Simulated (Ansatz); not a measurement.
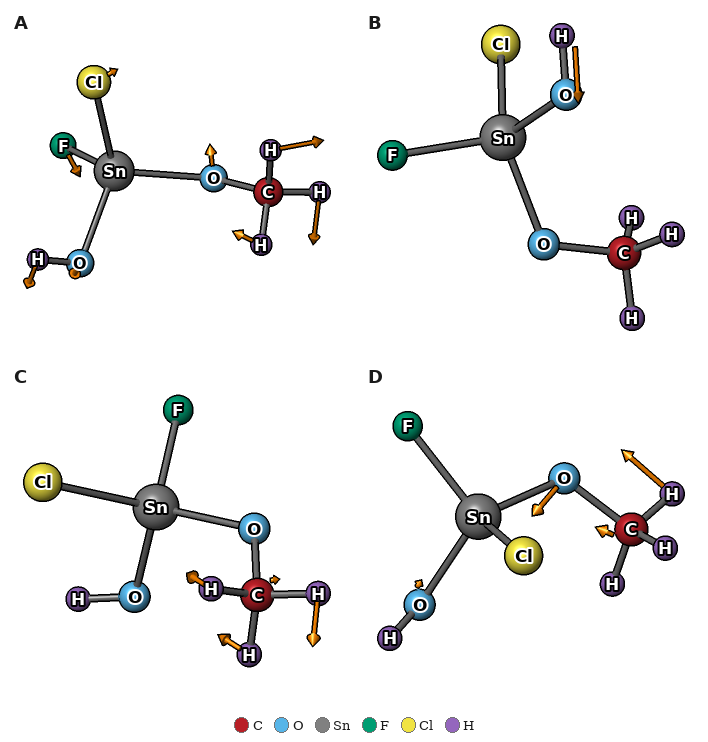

4 normal modes of one molecule or complex, as arrows. Harmonic vibrations computed with RKS PBE0-D4/def2-TZVP, core potentials on Sn (Ansatz 0.2.0) at a stationary point of the same level.

Question: Match the panels to the wavenumbers 150 cm⁻¹, 595 cm⁻¹, 1192 cm⁻¹, 3877 cm⁻¹.

Answer: A: 150 cm⁻¹
B: 3877 cm⁻¹, O–H stretching
C: 1192 cm⁻¹, H–C–O bending
D: 595 cm⁻¹, Sn–O stretching
